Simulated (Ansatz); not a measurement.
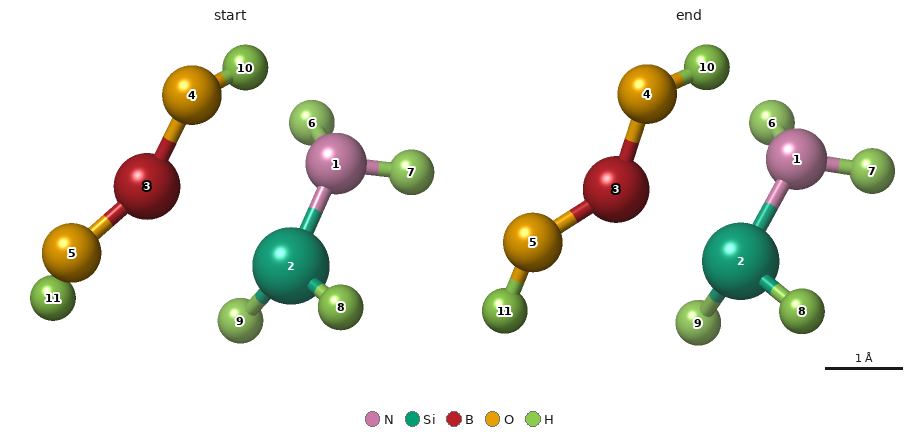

The structure of BSiNH₆O₂ before (left) and after (right) a relaxation, at one scale.

A ball-and-stick model, seen at a tilt.

Theory: RKS wPBEh/def2-mTZVP in Ansatz.

Input file:
```yaml
crystal:
  periodic: [false, false, false]
  atoms:
    - {symbol: N, position_ang: [0.721960, 0.262027, 1.376306]}
    - {symbol: Si, position_ang: [-0.699479, 0.064597, 0.810704]}
    - {symbol: B, position_ang: [0.055402, -0.094641, -1.585364]}
    - {symbol: O, position_ang: [1.201724, 0.649910, -1.491112]}
    - {symbol: O, position_ang: [-0.865000, -0.704856, -2.336736]}
    - {symbol: H, position_ang: [1.406780, -0.598770, 1.674612]}
    - {symbol: H, position_ang: [0.658883, 0.796107, 2.225560]}
    - {symbol: H, position_ang: [-1.338870, 0.949302, 0.930369]}
    - {symbol: H, position_ang: [-1.260231, -1.167343, 1.020661]}
    - {symbol: H, position_ang: [1.650993, 0.838477, -0.739423]}
    - {symbol: H, position_ang: [-1.419509, -1.083971, -2.311899]}
basis:
  gaussian: {orbitals: def2-mTZVP}
hamiltonian: {xc: {name: wPBEh}}
relax: {f_tol: 0.001, max_steps: 2}
output: {forces: true}
```

Command:
```bash
ansatz run in.yaml --threads 4 --pin off --events-out ev --progress --plain --max-ram 10444MiB
```

What changed between the two?

The relaxation stopped without meeting its thresholds, so the last structure isn't shown to be converged. The input was poor on purpose: steps. After 1 geometry step the energy has fallen by 886.2 kJ/mol. The largest force component goes from 41 to 5.9 eV/Å. The atom that moves furthest after the best rigid fit is H11 (0.19 Å). Largest moves by element: H 0.19 Å, Si 0.14 Å, O 0.14 Å, B 0.14 Å, N 0.08 Å. Among the contacts that change: O5–H11 0.672 → 1.000 Å, Si2–B3 2.517 → 2.254 Å, Si2–H8 1.098 → 1.266 Å, N1–H6 1.140 → 1.051 Å. Among the angles between lasting bonds that change: O4–B3–O5 149.7° → 134.7°, H8–Si2–H9 118.0° → 111.7°, B3–O4–H10 126.3° → 120.0°. Cost: 3.4 s on 4 threads of Arm Neoverse V2, on a shared host.
